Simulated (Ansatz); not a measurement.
**BN (triplet): correlated methods under varied settings at distance B1–N2 = 2.839 Å**

Aim: run BN (triplet) at one geometry under a spread of methods and options, and see what each costs and gives.

The runs use Ansatz 0.2.0, Gaussian basis; the settings change from run to run.

12 further runs of the same task are left out: 11 that didn't finish, 1 set aside as unsound or not needed.

**1. What is computed**

The geometry derives from a PBE0/def2-TZVP stationary point (not a proven minimum). One bond is set to the value named and the two fragments are kept rigid.

2 atoms, charge 0, spin multiplicity 3.

Atoms are counted from 1 here; the program's logs count them from 0.

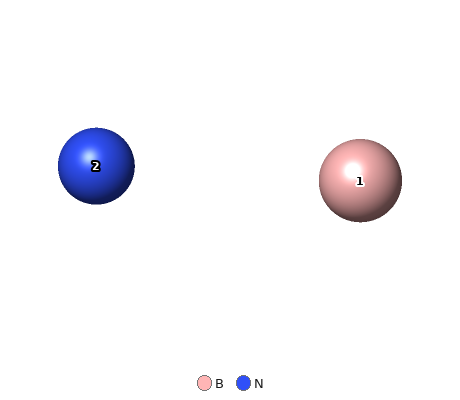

The structure; boron pink, nitrogen blue; atoms are numbered from 1 in the order of the file.

**2. CCSD(T) on UHF/cc-pVDZ**

File in.yaml:

```yaml
crystal:
  periodic: [false, false, false]
  atoms:
    - {symbol: B, position_ang: [0.000000, 0.000000, 0.000000]}
    - {symbol: N, position_ang: [0.000000, 0.000000, 2.839000]}
basis:
  gaussian: {orbitals: cc-pVDZ, point_charges: [{charge: -0.50, position_ang: [2.624, 0.491, 0.467]}]}
magnetization: {spin_polarized: true, initial_magnetization: 2}
correlation: {method: ccsd_t, electrons: outside_noble_gas}
accuracy: high
```

Launch:

```console
$ ansatz run in.yaml --threads 1 --pin off --events-out ev --progress --plain --max-ram 2393MiB
```

Standard output, cut to the lines that bear on the results:

```text
Functional definition: HF
  name "HF"
  cite "Fock, Z. Phys. 61, 126 (1930) doi:10.1007/BF01340294"
  parent pbe
[...]
507 factors; integrals over basis functions are off by at most 2.9e-9 eV
[...]
mean field -2147.71479738 eV, -78.9270630305 hartree, gradient 1.3e-8 eV, S^2 3.031750; 27 other end points of the search recorded, 0 dependent functions left out
determinant -2147.71479738 eV, -78.9270630305 hartree, with singles and doubles -2151.69583123 eV, -79.0733633258 hartree
determinant -2147.70648165 eV, -78.9267574330 hartree, with singles and doubles -2151.77326612 eV, -79.0762090055 hartree
determinant -2147.36357857 eV, -78.9141559773 hartree, with singles and doubles -2151.37154735 eV, -79.0614461133 hartree
determinant -2146.15603557 eV, -78.8697795905 hartree, with singles and doubles -2150.73562511 eV, -79.0380764018 hartree
determinant -2146.08003216 eV, -78.8669865165 hartree, with singles and doubles -2150.46647004 eV, -79.0281851354 hartree
determinant -2146.04964370 eV, -78.8658697612 hartree, with singles and doubles -2150.49701170 eV, -79.0293075207 hartree
determinant -2146.04720722 eV, -78.8657802222 hartree, with singles and doubles -2150.42663476 eV, -79.0267212158 hartree
determinant -2145.76959015 eV, -78.8555779830 hartree, with singles and doubles -2150.34705327 eV, -79.0237966502 hartree
determinant -2145.66446711 eV, -78.8517147829 hartree, with singles and doubles -2150.10515598 eV, -79.0149070887 hartree
determinant -2147.71479738 eV, -78.9270630305 hartree, with singles and doubles -2151.69663947 eV, -79.0733930280 hartree
determinant -2147.70648165 eV, -78.9267574330 hartree, with singles and doubles -2151.78586337 eV, -79.0766719462 hartree
determinant -2147.36357857 eV, -78.9141559773 hartree, with singles and doubles -2151.37111382 eV, -79.0614301812 hartree
2 core orbitals not correlated: weight in the atoms' cores, before any rotation towards them, 1.000 or more for the frozen orbitals, at most 0.000 for the correlated occupied ones
reference -2147.70648165 eV, -78.9267574330 hartree; 5, 3 occupied and 21, 23 virtual orbitals, 507 factors
second order -2.98888603 eV of doubles, -0.00000000 eV of singles
cycle   1  -4.07938147 eV  change    2.5e-7 eV  update   6.8e-6
[...]
cycle  34  -4.07937942 eV  change  -2.9e-11 eV  update  4.7e-10
perturbative correction -0.06453455 eV, -0.0023716011 hartree
Total energy: -2151.85039563 eV, -79.0790434627 hartree
```

Run time: 4.2 s. Hardware: 1 thread of Arm Neoverse V2, shared host.

From the report: ⟨S²⟩ of the determinant 2.951 (pure triplet: 2.00); correlation -4.1439 eV; T1 0.030; largest double amplitude 0.13. The determinant is far from a pure spin state, so its energy mixes those of several spin states (harmless only where they are near-degenerate, as at dissociation).

**3. BCCD on UHF/def2-SVPD**

File in.yaml:

```yaml
crystal:
  periodic: [false, false, false]
  atoms:
    - {symbol: B, position_ang: [0.000000, 0.000000, 0.000000]}
    - {symbol: N, position_ang: [0.000000, 0.000000, 2.839000]}
basis:
  gaussian: {orbitals: def2-SVPD}
magnetization: {spin_polarized: true, initial_magnetization: 2}
correlation: {method: bccd, electrons: outside_noble_gas}
```

The command is unchanged.

Standard output, cut to the lines that bear on the results:

```text
Functional definition: HF
  name "HF"
  cite "Fock, Z. Phys. 61, 126 (1930) doi:10.1007/BF01340294"
  parent pbe
[...]
393 factors; integrals over basis functions are off by at most 5.3e-4 eV
[...]
mean field -2145.25820054 eV, -78.8367847615 hartree, gradient 2.0e-6 eV, S^2 3.036676; 22 other end points of the search recorded, 0 dependent functions left out
determinant -2145.25820054 eV, -78.8367847615 hartree, with singles and doubles -2149.39825407 eV, -78.9889289227 hartree
determinant -2145.23725145 eV, -78.8360148969 hartree, with singles and doubles -2149.46956358 eV, -78.9915494988 hartree
determinant -2143.68517946 eV, -78.7789773030 hartree, with singles and doubles -2148.45924600 eV, -78.9544210126 hartree
determinant -2143.63234819 eV, -78.7770357897 hartree, with singles and doubles -2148.19311712 eV, -78.9446409567 hartree
[...]
determinant -2143.59676681 eV, -78.7757281982 hartree, with singles and doubles -2148.13322091 eV, -78.9424398116 hartree
determinant -2143.29217893 eV, -78.7645348000 hartree, with singles and doubles -2148.04608797 eV, -78.9392377351 hartree
determinant -2145.25820054 eV, -78.8367847615 hartree, with singles and doubles -2149.41810807 eV, -78.9896585435 hartree
determinant -2145.23725145 eV, -78.8360148969 hartree, with singles and doubles -2149.51086809 eV, -78.9930674116 hartree
2 core orbitals not correlated: weight in the atoms' cores, before any rotation towards them, 1.000 or more for the frozen orbitals, at most 0.000 for the correlated occupied ones
reference -2145.23725145 eV, -78.8360148969 hartree; 5, 3 occupied and 33, 35 virtual orbitals, 393 factors
second order -3.16238076 eV of doubles, -0.00000000 eV of singles
cycle   1  -4.27169196 eV  change    1.9e-3 eV  update   8.1e-3
[...]
cycle  14  -4.26946949 eV  change   -3.9e-6 eV  update   7.8e-6
Total energy: -2149.50672094 eV, -78.9929150067 hartree
```

Wall time 4.8 s (1 thread of Arm Neoverse V2, shared host).

From the report: ⟨S²⟩ of the determinant 2.951 (pure triplet: 2.00); correlation -4.2695 eV; largest double amplitude 0.13. The determinant is far from a pure spin state, so its energy mixes those of several spin states (harmless only where they are near-degenerate, as at dissociation).

**4. BCCD on ROHF/def2-SVP**

File in.yaml:

```yaml
crystal:
  periodic: [false, false, false]
  atoms:
    - {symbol: B, position_ang: [0.000000, 0.000000, 0.000000]}
    - {symbol: N, position_ang: [0.000000, 0.000000, 2.839000]}
basis:
  gaussian: {orbitals: def2-SVP}
magnetization: {spin_polarized: false, initial_magnetization: 2}
hamiltonian: {pseudopotentials: {relativity: none}}
correlation: {method: bccd, electrons: outside_noble_gas, diis_vectors: 2}
output: {forces: true}
```

Same command.

Standard output, cut to the lines that bear on the results:

```text
Functional definition: HF
  name "HF"
  cite "Fock, Z. Phys. 61, 126 (1930) doi:10.1007/BF01340294"
  parent pbe
[...]
284 factors; integrals over basis functions are off by at most 5.0e-4 eV
[...]
mean field -2142.12617549 eV, -78.7216849640 hartree, gradient 9.4e-7 eV, S^2 2.000000; 22 other end points of the search recorded, 0 dependent functions left out
[...]
determinant -2142.12617549 eV, -78.7216849640 hartree, with singles and doubles -2148.48052201 eV, -78.9552028915 hartree
determinant -2141.50867211 eV, -78.6989921332 hartree, with singles and doubles -2146.32717762 eV, -78.8760689446 hartree
determinant -2141.31914121 eV, -78.6920270011 hartree, with singles and doubles -2145.95952319 eV, -78.8625578937 hartree
determinant -2141.26754833 eV, -78.6901309977 hartree, with singles and doubles -2145.99575422 eV, -78.8638893593 hartree
[...]
determinant -2141.39387072 eV, -78.6947732602 hartree, with singles and doubles -2149.04360065 eV, -78.9758956500 hartree
unrestricted determinant -2145.21239229 eV, -78.8351013393 hartree, S^2 3.0292
2 core orbitals not correlated: weight in the atoms' cores, before any rotation towards them, 1.000 or more for the frozen orbitals, at most 0.000 for the correlated occupied ones
reference -2142.12617549 eV, -78.7216849640 hartree; 5, 3 occupied and 21, 23 virtual orbitals, 284 factors
second order -4.68993097 eV of doubles, -0.12944559 eV of singles
cycle   1  -7.06916471 eV  change   -1.5e-1 eV  update   1.0e-1
[...]
cycle  51  -7.03856501 eV  change   -3.0e-7 eV  update   3.0e-7
WARN: these amplitudes may be one of several solutions (largest doubles amplitude 0.13, level shift 2.78 eV)
[...]
Total energy: -2149.16474050 eV, -78.9803474573 hartree
Atom 0 at     0.000000     0.000000     0.000000 Å, force    -0.000000     0.000000     0.196177 eV/Å
Atom 1 at     0.000000     0.000000     2.839000 Å, force     0.000000    -0.000000    -0.196177 eV/Å
Dipole moment:     0.000000     0.000000    -0.084707 e Å
```

Run time: 4 s. Hardware: 1 thread of Arm Neoverse V2, shared host.

From the report: correlation -7.0386 eV; largest double amplitude 0.13. The report flags that the cluster equations may have other roots.

**5. MRCISD+Q(relaxed)(2,6)/6-31G**

File in.yaml:

```yaml
crystal:
  periodic: [false, false, false]
  atoms:
    - {symbol: B, position_ang: [0.000000, 0.000000, 0.000000]}
    - {symbol: N, position_ang: [0.000000, 0.000000, 2.839000]}
basis:
  gaussian: {orbitals: 6-31G}
magnetization: {spin_polarized: false, initial_magnetization: 2}
correlation: {method: fic_mrcisd_q_relaxed, electrons: outside_noble_gas, active_space: {window: {electrons: 2, orbitals: 6}, states: [{multiplicity: 3, weights: [1, 1, 1]}], root: 1}}
```

Launched as before.

Standard output, cut to the lines that bear on the results:

```text
Functional definition: HF
  name "HF"
  cite "Fock, Z. Phys. 61, 126 (1930) doi:10.1007/BF01340294"
  parent pbe
[...]
397 factors; integrals over basis functions are off by at most 6.8e-8 eV
[...]
mean field -2144.12085321 eV, -78.7949880183 hartree, gradient 2.5e-6 eV, S^2 2.000000; 20 other end points of the search recorded, 0 dependent functions left out
reference -2144.12085321 eV, -78.7949880183 hartree; 7, 5 occupied and 11, 13 virtual orbitals, 397 factors
state -2143.61623341 eV, -78.7764435824 hartree
state -2143.16750389 eV, -78.7599530768 hartree
state -2143.14037287 eV, -78.7589560303 hartree
contracted CI cycle   1: correlation -0.00000000 eV, -0.0000000000 hartree, residual 1.11e1 eV
contracted CI cycle   2: correlation -2.42946082 eV, -0.0892810382 hartree, residual 3.37e0 eV
contracted CI cycle   3: correlation -2.71840433 eV, -0.0998995165 hartree, residual 2.05e0 eV
[...]
contracted CI cycle  70: correlation -2.69567656 eV, -0.0990642864 hartree, residual 2.66e-4 eV
contracted CI cycle  71: correlation -2.69567656 eV, -0.0990642865 hartree, residual 1.59e-4 eV
contracted CI cycle  72: correlation -2.69567656 eV, -0.0990642866 hartree, residual 1.37e-4 eV
contracted CI cycle  73: correlation -2.69567657 eV, -0.0990642866 hartree, residual 1.26e-4 eV
contracted CI cycle  74: correlation -2.69567657 eV, -0.0990642866 hartree, residual 1.13e-4 eV
state -2143.13240457 eV, -78.7586632008 hartree; corrected -2146.16130887 eV, -78.8699733805 hartree
state -2143.61623341 eV, -78.7764435824 hartree; corrected -2147.11031925 eV, -78.9048488688 hartree
state -2143.16750389 eV, -78.7599530768 hartree; corrected -2146.19892140 eV, -78.8713556155 hartree
state -2143.14037287 eV, -78.7589560303 hartree; corrected -2146.16647744 eV, -78.8701633219 hartree
the orbitals are reached from a further start. From the first start the search ends at -2143.30674776 eV, -78.7650701946 hartree
Total energy: -2146.19892140 eV, -78.8713556155 hartree
```

Run time: 9 s. Hardware: 1 thread of Arm Neoverse V2, shared host.

From the report: 36 determinants; active occupations (of the averaged states) 0.89, 0.43, 0.35, 0.24, 0.08, 0.00.

**6. CCSDT(Q) on UHF/6-31G**

File in.yaml:

```yaml
crystal:
  periodic: [false, false, false]
  atoms:
    - {symbol: B, position_ang: [0.000000, 0.000000, 0.000000]}
    - {symbol: N, position_ang: [0.000000, 0.000000, 2.839000]}
basis:
  gaussian: {orbitals: 6-31G}
magnetization: {spin_polarized: true, initial_magnetization: 2}
correlation: {method: ccsdt_q, electrons: outside_noble_gas}
scf: {lower_state_search: off}
output: {forces: true}
```

Same command.

Standard output, cut to the lines that bear on the results:

```text
Functional definition: HF
  name "HF"
  cite "Fock, Z. Phys. 61, 126 (1930) doi:10.1007/BF01340294"
  parent pbe
[...]
397 factors; integrals over basis functions are off by at most 6.8e-8 eV
[...]
mean field -2147.06063767 eV, -78.9030231045 hartree, gradient 2.8e-6 eV, S^2 2.932931; 0 other end points of the search recorded, 0 dependent functions left out
2 core orbitals not correlated: weight in the atoms' cores, before any rotation towards them, 1.000 or more for the frozen orbitals, at most 0.000 for the correlated occupied ones
reference -2147.06063767 eV, -78.9030231045 hartree; 5, 3 occupied and 11, 13 virtual orbitals, 397 factors
second order -1.42469261 eV of doubles, -0.00000000 eV of singles
cycle   1  -1.84854613 eV  change   -4.2e-1 eV  update   7.0e-2
[...]
cycle  13  -2.34389397 eV  change   -4.6e-9 eV  update   1.2e-8
perturbative correction -0.00416143 eV, -0.0001529298 hartree
[...]
Total energy: -2149.40869307 eV, -78.9893125489 hartree
Atom 0 at     0.000000     0.000000     0.000000 Å, force     0.000000     0.000000     0.545724 eV/Å
Atom 1 at     0.000000     0.000000     2.839000 Å, force    -0.000000    -0.000000    -0.545724 eV/Å
Dipole moment:    -0.000000    -0.000000    -0.207478 e Å
Checks for a lower state left out: starts, cluster_reference, orbital_swaps, neighbouring_geometries, increment
```

It took 13 s on 1 thread of Arm Neoverse V2, shared host.

From the report: ⟨S²⟩ of the determinant 2.933 (pure triplet: 2.00); correlation -2.3481 eV; T1 0.054; largest double amplitude 0.32. The determinant is far from a pure spin state, so its energy mixes those of several spin states (harmless only where they are near-degenerate, as at dissociation).

**7. CISD/cc-pVDZ**

File in.yaml:

```yaml
crystal:
  periodic: [false, false, false]
  atoms:
    - {symbol: B, position_ang: [0.000000, 0.000000, 0.000000]}
    - {symbol: N, position_ang: [0.000000, 0.000000, 2.839000]}
basis:
  gaussian: {orbitals: cc-pVDZ, fitting: {mean_field: def2-universal-jkfit}}
magnetization: {spin_polarized: false, initial_magnetization: 2}
correlation: {active_space: {ras: {orbitals: [3, 2, 21], electrons: 8, max_holes: 2, max_particles: 2}, fixed_orbitals: true}}
accuracy: high
```

The command is unchanged.

Standard output, cut to the lines that bear on the results:

```text
Functional definition: HF
  name "HF"
  cite "Fock, Z. Phys. 61, 126 (1930) doi:10.1007/BF01340294"
  parent pbe
[...]
152 factors; integrals over basis functions are off by at most 4.2e-2 eV
[...]
mean field -2144.46911681 eV, -78.8077864693 hartree, gradient 1.1e-8 eV, S^2 2.000000; 22 other end points of the search recorded, 0 dependent functions left out
reference -2144.46911681 eV, -78.8077864693 hartree; 7, 5 occupied and 21, 23 virtual orbitals, 152 factors
state -2150.44615430 eV, -79.0274385457 hartree
Total energy: -2150.44615430 eV, -79.0274385457 hartree
```

Wall time 1.2 s (1 thread of Arm Neoverse V2, shared host).

From the report: 9,528 determinants.

**8. BCCD on ROHF/6-31G**

File in.yaml:

```yaml
crystal:
  periodic: [false, false, false]
  atoms:
    - {symbol: B, position_ang: [0.000000, 0.000000, 0.000000]}
    - {symbol: N, position_ang: [0.000000, 0.000000, 2.839000]}
basis:
  gaussian: {orbitals: 6-31G}
magnetization: {spin_polarized: false, initial_magnetization: 2}
correlation: {method: bccd, electrons: outside_noble_gas, diis_vectors: 1}
scf: {lower_state_search: off}
```

Same command.

Standard output, cut to the lines that bear on the results:

```text
Functional definition: HF
  name "HF"
  cite "Fock, Z. Phys. 61, 126 (1930) doi:10.1007/BF01340294"
  parent pbe
[...]
258 factors; integrals over basis functions are off by at most 2.1e-4 eV
[...]
mean field -2144.12084275 eV, -78.7949876338 hartree, gradient 2.5e-6 eV, S^2 2.000000; 0 other end points of the search recorded, 0 dependent functions left out
2 core orbitals not correlated: weight in the atoms' cores, before any rotation towards them, 1.000 or more for the frozen orbitals, at most 0.000 for the correlated occupied ones
reference -2144.12084275 eV, -78.7949876338 hartree; 5, 3 occupied and 11, 13 virtual orbitals, 258 factors
second order -3.22069559 eV of doubles, -0.06675249 eV of singles
cycle   1  -3.78374773 eV  change   -9.6e-1 eV  update   1.4e-1
[...]
cycle 137  -5.18316179 eV  change    2.9e-6 eV  update   6.4e-6
WARN: these amplitudes may be one of several solutions (largest doubles amplitude 0.16, level shift 2.99 eV)
Total energy: -2149.30400454 eV, -78.9854653162 hartree
Checks for a lower state left out: stability, starts, cluster_reference, orbital_swaps, neighbouring_geometries, increment
```

It took 0.78 s on 1 thread of Arm Neoverse V2, shared host.

From the report: correlation -5.1832 eV; largest double amplitude 0.16. The report flags that the cluster equations may have other roots.

**9. CASCI(2,3)/6-31G**

File in.yaml:

```yaml
crystal:
  periodic: [false, false, false]
  atoms:
    - {symbol: B, position_ang: [0.000000, 0.000000, 0.000000]}
    - {symbol: N, position_ang: [0.000000, 0.000000, 2.839000]}
basis:
  gaussian: {orbitals: 6-31G}
magnetization: {spin_polarized: false, initial_magnetization: 2}
hamiltonian: {pseudopotentials: {relativity: none}}
correlation: {active_space: {window: {electrons: 2, orbitals: 3}, fixed_orbitals: true, states: [{multiplicity: 3, weights: [1, 1, 0.5]}], root: 2}}
output: {forces: true}
```

Same command.

Standard output, cut to the lines that bear on the results:

```text
Functional definition: HF
  name "HF"
  cite "Fock, Z. Phys. 61, 126 (1930) doi:10.1007/BF01340294"
  parent pbe
[...]
397 factors; integrals over basis functions are off by at most 6.8e-8 eV
[...]
mean field -2144.12085321 eV, -78.7949880183 hartree, gradient 2.5e-6 eV, S^2 2.000000; 20 other end points of the search recorded, 0 dependent functions left out
reference -2144.12085321 eV, -78.7949880183 hartree; 7, 5 occupied and 11, 13 virtual orbitals, 397 factors
state -2144.12085321 eV, -78.7949880183 hartree
state -2135.72866296 eV, -78.4865807149 hartree
state -2135.71672370 eV, -78.4861419552 hartree
[...]
WARN: the results are in doubt because the space or a class takes a part of the degenerate orbitals at 0.5513 eV
Total energy: -2135.71672370 eV, -78.4861419552 hartree
Atom 0 at     0.000000     0.000000     0.000000 Å, force     0.000000    -0.000000     2.468007 eV/Å
Atom 1 at     0.000000     0.000000     2.839000 Å, force    -0.000000     0.000000    -2.468007 eV/Å
Dipole moment:    -0.000000    -0.000000    -1.983675 e Å
In doubt: the space or a class takes a part of the degenerate orbitals at 0.5513 eV
```

It took 0.45 s on 1 thread of Arm Neoverse V2, shared host.

From the report: 4 determinants; active occupations (of the averaged states) 0.80, 0.60, 0.60. The program marks this result as in doubt; its last lines say why.

**10. NEVPT2(4,5)/6-31G**

File in.yaml:

```yaml
crystal:
  periodic: [false, false, false]
  atoms:
    - {symbol: B, position_ang: [0.000000, 0.000000, 0.000000]}
    - {symbol: N, position_ang: [0.000000, 0.000000, 2.839000]}
basis:
  gaussian: {orbitals: 6-31G}
magnetization: {spin_polarized: false, initial_magnetization: 2}
correlation: {method: sc_nevpt2, electrons: outside_noble_gas, active_space: {window: {electrons: 4, orbitals: 5}, states: [{multiplicity: 3, weights: [1, 1]}], root: 0}}
scf: {lower_state_search: off}
```

The command is unchanged.

Standard output, cut to the lines that bear on the results:

```text
Functional definition: HF
  name "HF"
  cite "Fock, Z. Phys. 61, 126 (1930) doi:10.1007/BF01340294"
  parent pbe
[...]
397 factors; integrals over basis functions are off by at most 6.8e-8 eV
[...]
mean field -2144.12085321 eV, -78.7949880183 hartree, gradient 2.5e-6 eV, S^2 2.000000; 0 other end points of the search recorded, 0 dependent functions left out
reference -2144.12085321 eV, -78.7949880183 hartree; 7, 5 occupied and 11, 13 virtual orbitals, 397 factors
state -2147.09641458 eV, -78.9043378816 hartree
state -2146.95047553 eV, -78.8989747203 hartree
state -2147.09641458 eV, -78.9043378816 hartree; corrected -2148.50154558 eV, -78.9559754933 hartree
state -2146.95047553 eV, -78.8989747203 hartree; corrected -2148.30178530 eV, -78.9486344384 hartree
Total energy: -2148.50154558 eV, -78.9559754933 hartree
Checks for a lower state left out: stability, starts, cluster_reference, orbital_swaps, neighbouring_geometries, increment
```

Wall time 0.24 s (1 thread of Arm Neoverse V2, shared host).

From the report: 24 determinants; active occupations (of the averaged states) 1.11, 1.01, 1.00, 0.49, 0.39.

**11. All runs side by side**

Where basis and cores are those of an earlier FCI/6-31G run (-2149.4074 eV), and the state is the same kind, the miss against it is given. † marks a result that the program doubts.

```tsv
level	correlated	functions	energy (eV)	from FCI (meV)	time
CCSD(T) on UHF/cc-pVDZ (beside a point charge)	outside noble gas	28	-2151.8504		4.2 s
BCCD on UHF/def2-SVPD	outside noble gas	40	-2149.5067		4.8 s
BCCD on ROHF/def2-SVP †	outside noble gas	28	-2149.1647		4 s
MRCISD+Q(relaxed)(2,6)/6-31G (excited root 1 of an average)	outside noble gas	18	-2146.1989		9 s
CCSDT(Q) on UHF/6-31G	outside noble gas	18	-2149.4087	-1.3	13 s
CISD/cc-pVDZ	outside noble gas	28	-2150.4462		1.2 s
BCCD on ROHF/6-31G †	outside noble gas	18	-2149.3040	103.4	0.78 s
CASCI(2,3)/6-31G (excited root 2 of an average) †		18	-2135.7167		0.45 s
NEVPT2(4,5)/6-31G (lowest root of an average)	outside noble gas	18	-2148.5015		0.24 s
```

**12. Outcome**

```
quantity                                                  value
    runs                                                      9
quickest  NEVPT2(4,5)/6-31G (lowest root of an average), 0.24 s
 slowest                            CCSDT(Q) on UHF/6-31G, 13 s
```

What this shows: Total energies in different bases, with other cores or another treatment of relativity can't be set against each other. CCSDT(Q) on UHF/6-31G took 54 times as long as NEVPT2(4,5)/6-31G (lowest root of an average); the jobs differ in more than the method. Among the correlated runs with a miss given, it spans -1 to +103 meV.
